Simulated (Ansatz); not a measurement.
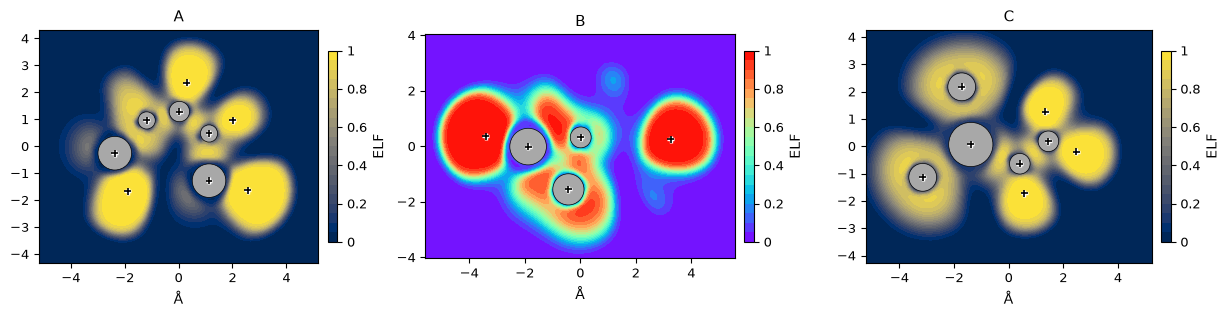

The electron localisation function of 3 systems, each on a plane through atoms (crosses mark nuclei in the plane; grey discs cover the cores).

Method: RKS PBE0-D4/def2-TZVPP (Ansatz).

System 1: CH8N2Si2, the plane of atoms Si5, N4 and H10. Geometry: PBE0-D4/def2-TZVP.

```xyz
13

Si   -1.9726    0.6408   -0.0866
N    -0.5179    1.2567    0.5312
C     0.7165    1.1270    0.7248
N     1.5260    0.0836    0.3660
Si    1.0371   -1.3709   -0.4759
H    -2.9421    0.5420    1.0357
H    -2.4873    1.6048   -1.0941
H    -1.9262   -0.7012   -0.7461
H     1.2718    1.9214    1.2439
H     2.4935    0.1967    0.6267
H     0.4838   -1.0515   -1.8128
H     0.0438   -2.1357    0.3139
H     2.2942   -2.1484   -0.6119
```

System 2: C2H3Cl2Ga, the molecular plane. Geometry: PBE0-D4/def2-TZVP.

| atom | x (Å) | y (Å) | z (Å) |
| --- | --- | --- | --- |
| C | 0.7869 | 0.5351 | 1.1169 |
| C | -0.1333 | -0.3186 | 0.6764 |
| Ga | -0.6263 | -0.3477 | -1.1872 |
| Cl | -2.0879 | -1.6573 | -2.0202 |
| Cl | 0.3042 | 0.9863 | -2.5733 |
| H | 1.0811 | 0.5708 | 2.1631 |
| H | 1.2875 | 1.2359 | 0.4547 |
| H | -0.6123 | -1.0045 | 1.3695 |

System 3: C2H7AlSSi (SMILES [SiH3]C[CH]1[AlH][S]1), the plane of atoms Al4, C3 and S5. Geometry: PBE0-D4/def2-TZVP.

```yaml
atoms:
  - { symbol: Si, position_ang: [-1.0392, -0.8443, 1.3905] }
  - { symbol: C, position_ang: [0.5183, -0.2753, 0.4911] }
  - { symbol: C, position_ang: [0.2896, 0.0741, -0.9652] }
  - { symbol: Al, position_ang: [1.1433, 1.4929, -1.9435] }
  - { symbol: S, position_ang: [-0.8519, 1.5974, -1.2451] }
  - { symbol: H, position_ang: [-2.0306, 0.2533, 1.5217] }
  - { symbol: H, position_ang: [-0.6931, -1.3342, 2.7543] }
  - { symbol: H, position_ang: [-1.6602, -1.9621, 0.6272] }
  - { symbol: H, position_ang: [0.9529, 0.5659, 1.0418] }
  - { symbol: H, position_ang: [1.2503, -1.0910, 0.5479] }
  - { symbol: H, position_ang: [-0.1281, -0.7642, -1.5227] }
  - { symbol: H, position_ang: [2.3255, 2.2322, -2.6642] }
```

### Which map belongs to which system?

Panel A is system 1, CH8N2Si2: the plane holds Si, N, C and H. C–N (1.26 Å): the ELF peaks at about 0.90 between the atoms; a short, multiple covalent bond. Panel B is system 3, C2H7AlSSi: the plane holds C, Al, S and H. C–Al (1.92 Å): the ELF peaks at about 0.90 between the atoms; a shared but strongly polarised pair. Panel C is system 2, C2H3Cl2Ga: the plane holds C, Ga, Cl and H. C–C (1.33 Å): the ELF peaks at about 0.90 between the atoms (a multiple bond).
